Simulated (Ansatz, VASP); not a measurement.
# Cross-check of BaBi between VASP and Ansatz

Aim: how closely do two programs agree when they are given the same cell, functional and k mesh? The cell is invented: As first built, before any earlier steps moved the atoms: it takes the SbPb structure with all of its atoms replaced by other elements, volume scaled by an estimate. It may not be a known or stable phase. The cell is taken from a series of runs on this material, whose earlier steps may have relaxed or scaled it; both programs get it as it stands.

Program: Ansatz 0.2.0. Level of theory: plane waves, with VASP 6.6.1 beside it; single point at LDA. Results are calculated unless marked as measured.

### Step 1. The structure

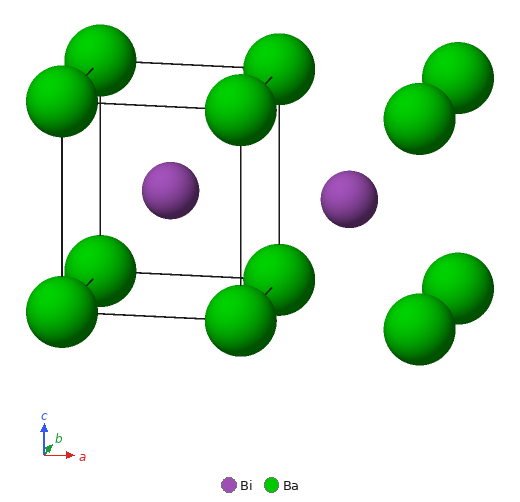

Start, viewed slightly off an axis; bismuth purple, barium green. 2×1×1 cells are drawn. Some periodic images of atoms are drawn too.

### Step 2. VASP: single point, LDA

With cell and atoms fixed, the geometry can't cause a difference; cores, projectors, grids and the points listed under the comparison can.

Lines of VASP's logs that name or quote its potential files are left out, and so is its time.

INCAR

```
SYSTEM = BaBi
PREC = Accurate
ENCUT = 520
EDIFF = 1E-06
NELM = 100
ISMEAR = 0
SIGMA = 0.05
LREAL = .FALSE.
ALGO = Normal
GGA = CA
NBANDS = 19
LORBIT = 11
LWAVE = .FALSE.
LCHARG = .FALSE.
KPAR = 2
ISIF = 2
```

POSCAR

```
BaBi
1.0
    2.7892884900     -2.7893052300      0.0000000000
    2.7892884900      2.7893052300      0.0000000000
    0.0000000000      0.0000000000      4.6651059000
Bi Ba
1 1
Direct
    0.5000000000      0.5000000000      0.5000000000
    0.0000000000      0.0000000000      0.0000000000
```

KPOINTS

```
Automatic mesh
0
Gamma
6 6 5
0 0 0
```

The projector-augmented-wave data sets are Bi_d_GW and Ba_sv_GW (LDA family, release 64).

On the command line:

```console
mpirun -np 2 vasp_std
```

Numbers of over 12 decimals in the logs are rounded to 6 here.

What it wrote:

```text
[banner, memory and clock lines left out]
running    2 mpi-ranks, on    1 nodes
 distrk:  each k-point on    1 cores,    2 groups
 distr:  one band on    1 cores,    1 groups

 POSCAR found type information on POSCAR BiBa
 POSCAR found :  2 types and       2 ions
 LDA part: xc-table for (Slater(with rela. corr.)+CA(PZ))
 , standard interpolation
 POSCAR, INCAR and KPOINTS ok, starting setup
 FFT: planning ... GRIDC
 FFT: planning ... GRID_SOFT
 FFT: planning ... GRID
 WAVECAR not read
 entering main loop
       N       E                     dE             d eps       ncg     rms          rms(c)
DAV:   1     0.255986603669E+03    0.25599E+03   -0.15254E+04  1728   0.182E+03
DAV:   2     0.102343734602E+02   -0.24575E+03   -0.24021E+03  1676   0.492E+02
DAV:   3    -0.109925729583E+02   -0.21227E+02   -0.21106E+02  1712   0.129E+02
DAV:   4    -0.120227221757E+02   -0.10301E+01   -0.10196E+01  1992   0.345E+01
DAV:   5    -0.120468879324E+02   -0.24166E-01   -0.24038E-01  1861   0.431E+00    0.284E+01
DAV:   6    -0.115737061783E+02    0.47318E+00   -0.61953E-01  1768   0.455E+00    0.207E+01
DAV:   7    -0.115388254906E+02    0.34881E-01   -0.15895E+00  1592   0.843E+00    0.409E+00
DAV:   8    -0.114617208701E+02    0.77105E-01   -0.60378E-01  1658   0.541E+00    0.541E+00
DAV:   9    -0.114574819848E+02    0.42389E-02   -0.38295E-02  1620   0.233E+00    0.237E+00
DAV:  10    -0.114557718527E+02    0.17101E-02   -0.11488E-02  1788   0.153E+00    0.947E-01
DAV:  11    -0.114557179254E+02    0.53927E-04   -0.10011E-03  1450   0.312E-01    0.706E-01
DAV:  12    -0.114557034587E+02    0.14467E-04   -0.16189E-04  1551   0.133E-01    0.447E-01
DAV:  13    -0.114557025778E+02    0.88089E-06   -0.18394E-05  1420   0.368E-02    0.229E-01
DAV:  14    -0.114556975666E+02    0.50112E-05   -0.88277E-06  1588   0.291E-02    0.113E-01
DAV:  15    -0.114556966052E+02    0.96146E-06   -0.52074E-06  1528   0.190E-02
   1 F= -.11455697E+02 E0= -.11453843E+02  d E =-.370729E-02
```

OUTCAR, selected parts (step 2):

```text
ion  position               nearest neighbor table
   1  0.500  0.500  0.500-
   2  0.000  0.000  0.000-

  LATTYP: Found a simple tetragonal cell.
 ALAT       =     3.9446614489
 C/A-ratio  =     1.1826378411

 Subroutine GETGRP returns: Found 16 space group operations
 (whereof 16 operations were pure point group operations)

The static configuration has the point symmetry D_4h.

 Found     30 irreducible k-points:

   k-points           NKPTS =     30   k-points in BZ     NKDIM =     30   number of bands    NBANDS=     19

   dimension x,y,z NGX =    30 NGY =   30 NGZ =   36
   dimension x,y,z NGXF=    60 NGYF=   60 NGZF=   72

   ENCUT  =  520.0 eV  38.22 Ry    6.18 a.u.   7.33  7.33  8.67*2*pi/ulx,y,z

   NELECT =      27.0000    total number of electrons

 k-points in reciprocal lattice and weights: Automatic mesh
   0.00000000  0.00000000  0.00000000       0.006
   0.16666667 -0.00000000  0.00000000       0.022
   0.33333333 -0.00000000  0.00000000       0.022
   0.50000000 -0.00000000  0.00000000       0.011
   0.16666667  0.16666667  0.00000000       0.022
   0.33333333  0.16666667  0.00000000       0.044
   0.50000000  0.16666667  0.00000000       0.022
   0.33333333  0.33333333  0.00000000       0.022
   0.50000000  0.33333333  0.00000000       0.022
[...]
0.50000000  0.33333333  0.40000000       0.044
   0.50000000  0.50000000  0.40000000       0.011

 average (electrostatic) potential at core
       1 -55.7372       2 -73.3027

 E-fermi :   4.3518

 k-point     1 :       0.0000    0.0000    0.0000
  band No.  band energies     occupation
    ...
      8      -8.7315      2.00000
      9      -8.4812      2.00000
     10      -8.4811      2.00000
     11      -6.3470      2.00000
     12       4.1919      1.99999
     13       4.5548      0.00000
     14       4.9138      0.00000
     15       5.7131      0.00000
     16       5.7131      0.00000
     17       7.2945      0.00000
    ...

 k-point     2 :       0.1667   -0.0000    0.0000
  band No.  band energies     occupation
    ...
      9      -8.6956      2.00000
     10      -8.4570      2.00000
     11      -6.0521      2.00000
     12       3.6062      2.00000
     13       3.9152      2.00000
     14       4.8338      0.00000
     15       5.6045      0.00000
     16       5.9052      0.00000
     17       8.8140      0.00000
     18       8.8500      0.00000
    ...

 k-point     3 :       0.3333   -0.0000    0.0000
  band No.  band energies     occupation
    ...
      9      -8.6221      2.00000
     10      -8.4081      2.00000
     11      -5.5003      2.00000
     12       1.7396      2.00000
     13       3.3936      2.00000
     14       5.3008      0.00000
     15       5.3244      0.00000
     16       7.7199      0.00000
     17       9.1325      0.00000
     18       9.3567      0.00000
    ...

  Total       -0.2661070     -0.2661102     -0.2552820      0.0000000     -0.0000000     -0.0000000
  in kB       -5.8733511     -5.8734216     -5.6344285      0.0000000     -0.0000000     -0.0000000
  external PRESSURE =      -5.7937337 kB  Pullay stress =       0.0000000 kB

  energy-cutoff  :      520.00
  volume of cell :       72.59
      direct lattice vectors                 reciprocal lattice vectors
     2.789288490 -2.789305230  0.000000000     0.179257184 -0.179256108  0.000000000
     2.789288490  2.789305230  0.000000000     0.179257184  0.179256108  0.000000000
     0.000000000  0.000000000  4.665105900     0.000000000  0.000000000  0.214357406

 POSITION                                       TOTAL-FORCE (eV/Angst)
 -----------------------------------------------------------------------------------
      2.78929      0.00000      2.33255         0.000000      0.000000      0.000000
      0.00000      0.00000      0.00000        -0.000000      0.000000      0.000000
 -----------------------------------------------------------------------------------
    total drift:                                0.000000      0.000000      0.000000

  FREE ENERGIE OF THE ION-ELECTRON SYSTEM (eV)
  ---------------------------------------------------
  free  energy   TOTEN  =       -11.4556966052 eV

  energy  without entropy=      -11.4519893123  energy(sigma->0) =      -11.45384296

 total charge
# of ion       s       p       d       f       tot
--------------------------------------------------
    1        3.466   1.527   9.893   0.003  14.890
    2        2.564   5.632   0.351   0.028   8.575
--------------------------------------------------
tot          6.030   7.159  10.244   0.031  23.465

[... 3 further parts left out ...]
```

The run ends at a pressure of -0.58 GPa.

### Step 3. Ansatz: single point, LDA

Ansatz runs on its default PAW (the set named soft_2) files.

The same cell, functional (in two slightly different forms), mesh and smearing now go to Ansatz, which takes its cutoff from its data sets.

input.yaml

```yaml
crystal:
  lattice:
    - [2.78928849, -2.78930523, 0.0]
    - [2.78928849, 2.78930523, 0.0]
    - [0.0, 0.0, 4.6651059]
  atoms:
    - { symbol: Bi, position: [0.5, 0.5, 0.5] }
    - { symbol: Ba, position: [0.0, 0.0, 0.0] }
hamiltonian:
  xc: lda
  pseudopotentials: { kind: paw }
kpoints:
  mp_grid: { grid: [6, 6, 5] }
scf:
  occupations: { method: gaussian, width: 0.05 }
  n_extra_bands: 4
output:
  forces: true
  stress: true
  eigenvalues: true
```

On the command line:

```console
ansatz run input.yaml --threads 4 --pin off --max-ram 9216MiB --backend cpu --events-out ev --progress --plain --runs-dir out
```

What it wrote:

```text
Warning: 8 symmetry operations that the atoms keep within the bar at which the run's group was sought (crystal.symmetry.tolerance 1.0e-5, or twice it) were not taken beside the 8 unitary ones that the detection took (of a slab, those that keep its plane). If the more symmetric cell is meant, write the vectors of crystal.lattice to more decimals, or, with the positions in fractional coordinates, give it by lengths and [...]
scf.n_extra_bands = 4 over 13 filled bands (N_el = 25.0): the run solves 17 bands
Engine: ansatz 0.2.0, x86_64-unknown-linux-gnu
Pseudopotentials: kind: paw
Pseudopotential: Bi, paw, valence charge 15, recommended cutoff 420 eV (normal), Bi.paw.azcp
Pseudopotential: Ba, paw, valence charge 10, recommended cutoff 420 eV (normal), Ba.paw.azcp
Functional definition: SPW92
  exchange = slater_x
  correlation = pw_c
Crystal: 2 atoms, lattice volume = 72.591 Å³
Basis set: ecut = 420 eV, 1439 PW (Γ)
Bands: 17, of which v1, the nominal top of the filled ones, is band 13 counted from 1 (12 counted from 0)
Symmetry: 8 space group operations
Space group: Cmmm (ITA 65), of the structure as read, at distance tolerance 4.2e-5 Å
k-points: 39 of 180
Non-local potential: Bi, projectors of the file, l = 0: 2, l = 1: 2, l = 2: 2, l = 3: 2
Non-local potential: Ba, projectors of the file, l = 0: 3, l = 1: 2, l = 2: 2, l = 3: 2
PAW form: soft (Blöchl's): semilocal exchange-correlation on the pseudo side does not see the compensation charge
PAW frozen core: Bi, regenerated for the run's functional, and the local potential with it (the file was generated under x = pbe(κ = 0.804, μ = 0.219515), c = pbe(β = 0.066725))
PAW frozen core: Ba, regenerated for the run's functional, and the local potential with it (the file was generated under x = pbe(κ = 0.804, μ = 0.219515), c = pbe(β = 0.066725))
PAW one-centre angular grid: Bi, 590 points (default); XC on 64 Gauss nodes
PAW one-centre angular grid: Ba, 194 points (default); XC on 64 Gauss nodes
Initial density: superposition of atomic densities (neutral atoms: chi_scale 0, normalization atom), corrected by the library's trained network
Initial wavefunctions: pseudopotential atomic-orbital guess
Functional: x = slater, c = lda
SCF iter   1: F=—  HF=-17867.205521 eV  |F-HF|=—  |Δ(HF+E_count)|=         —  Δρ=3.64e-3  dr2=5.58e-3  ethr=1.77e-3  ⟨swp⟩=9.1  Hψ=4472  notcnv=0
preconditioner: auto → Resta (q_TF=auto, 2.284 Å⁻¹)  ε∞=3.0  [insulator: Δε(μ)=0.085 eV  Ē_g=11.159 eV  σ=0.050 eV  W_gap=0.75  n_scr=18 (ndim 8)  ℏωp=15.7 eV  f_vac=0.000  D(μ)=2.96/eV (n_scr^D=28)  ε∞_Penn≈3.0]
SCF iter   2: F=—  HF=-17867.204274 eV  |F-HF|=—  |Δ(HF+E_count)|=   1.25e-3  Δρ=1.78e-3  dr2=1.35e-3  ethr=2.23e-5  ⟨swp⟩=2.5  Hψ=1437  notcnv=0  defer=11
SCF iter   3: F=—  HF=-17867.204106 eV  |F-HF|=—  |Δ(HF+E_count)|=   1.68e-4  Δρ=2.14e-4  dr2=3.19e-5  ethr=5.42e-6  ⟨swp⟩=2.0  Hψ=1155  notcnv=0  defer=11
SCF iter   4: F=—  HF=-17867.204094 eV  |F-HF|=—  |Δ(HF+E_count)|=   1.19e-5  Δρ=7.13e-5  dr2=5.60e-6  ethr=1.28e-7  ⟨swp⟩=2.0  Hψ=1095  notcnv=0  defer=11
SCF iter   5: F=—  HF=-17867.204092 eV  |F-HF|=—  |Δ(HF+E_count)|=   1.54e-6  Δρ=1.52e-5  dr2=3.75e-7  ethr=2.24e-8  ⟨swp⟩=2.0  Hψ=1095  notcnv=0  defer=11
SCF iter   6: F=-17867.204092 eV  HF=-17867.204092 eV  |F-HF|=3.17e-10  |Δ(HF+E_count)|=   8.21e-8  Δρ=1.91e-6  dr2=1.94e-9  ethr=4.00e-10  ⟨swp⟩=7.9  Hψ=4047  notcnv=0
SCF 1 converged in 6 iterations: F = -17867.204092 eV  dr2 = 1.94e-9
  greatest PAW one-centre occupation: 0.988 electrons in one spin orbital (limit 2), on the Bi atom at site 0 (counted from 0), in its partial waves of l = 2
SCF converged after 6 iterations
Free energy (F): -17867.204092 eV
Harris-Foulkes:  -17867.204092 eV  (|F-HF|=3.17e-10)
Internal energy: -17867.200349 eV  (E = F + TS)
E sigma→0 (E₀):  -17867.202220 eV
Entropy (-TS):   -0.003744 eV (-1.872 meV/atom)
Fermi energy:    9.717922 eV
--- Per-component energies (eV) ---
  E_band       = -137.003402
  E_kinetic    = 474.563980
  E_local      = -1835.559688  (includes V_loc(G=0)·N_el)
  E_nonlocal   = 622.131652
  E_hartree    = 605.721708
  E_xc         = -317.959544
  E_vxc        = -281.395031  (∫ρ·V_xc dr)
  E_paw        = -15411.095711  (= ΣΔE_a)
  E_vpaw       = -328.187817  (= ΣTr[D̂ρ^β])
  E_aug_tail   = -0.000527  (compensation charges beyond the density's cutoff)
  E_ewald      = -2005.279850
  E_core_change = 0.277631  (= ΣΔE_core)
  E_smearing   = -0.003744  (= −TS)
  E_closure    = 0.000000  (closes the sum)
  Σ components = -17867.204092   (vs F -17867.204092, Δ=0.00e0)
--- Forces (eV/Å), atoms counted from 1 ---
  atom   1  Bi     0.00000000     0.00000000     0.00000000
  atom   2  Ba     0.00000000    -0.00000000     0.00000000
  max |Σ_I F_I| component: 4.89e-32 eV/Å
--- Stress (GPa, compression-positive) ---
       -0.512804      -0.000000       0.000000
       -0.000000      -0.512908       0.000000
        0.000000       0.000000      -0.523499
  P = ⅓ Tr σ = -0.5164 GPa (-5.164 kbar)
--- Band table (eV; the first three rows and the last of 39) ---
  k-point 0: bands = [... 9 lower, -1.0213, 9.5572, 9.9261, 10.2908, 11.0789, 11.0789, 12.6264, 14.2521]
  k-point 1: bands = [... 9 lower, -0.6749, 7.8979, 10.3844, 10.6984, 10.6984, 11.2649, 13.8868, 14.8911]
  k-point 2: bands = [... 9 lower, -0.1543, 6.6377, 10.2353, 10.2354, 10.5585, 12.8648, 14.5403, 15.1542]
  k-point 38: bands = [... 9 lower, 0.3191, 7.0405, 7.0405, 7.3310, 13.3066, 14.6024, 14.6025, 16.0399]
```

Reading the cycles: dr2 is the Hartree energy of the density residual (eV), the measure of convergence; HF is the Harris–Foulkes estimate of the energy, which meets the free energy F at convergence.

The run ends at a pressure of -0.52 GPa.

### Step 4. Comparison

Known differences besides the PAW data sets themselves: the two LDA forms differ slightly; the data sets hold 25 valence electrons in Ansatz (default PAW (the set named soft_2) files) and 27 in VASP; the cutoff is 420 eV in Ansatz and 520 eV in VASP; Ansatz makes its cores anew for this functional, VASP keeps those of its LDA data sets. Total energies have different zeros and are not compared.

Compared:

```
      quantity  Ansatz   VASP  difference
pressure (GPa)   -0.52  -0.58       +0.06
```

### Step 5. What came out

```json
{"difference in pressure (single point, LDA)": "0.063 GPa"}
```

What this shows: The difference in pressure is 0.063 GPa (single point, LDA), within the 1 GPa picked in this series as the mark of a large difference. Differences of this kind measure data sets and numerical settings, not the functional's error against experiment.

[Lines on the potential files, build, host, timing and source positions are cut from VASP's logs without a mark.]

[Logs are printed without paths, hosts, clocks, repeated set-up lines and the standing remarks that a program may print on its own settings, such as how far it seeks lower states.]

[Hosts, paths, dates, database ids (printed as entryN), source tags and the programs' standing remarks are cut or masked in the printed files.]
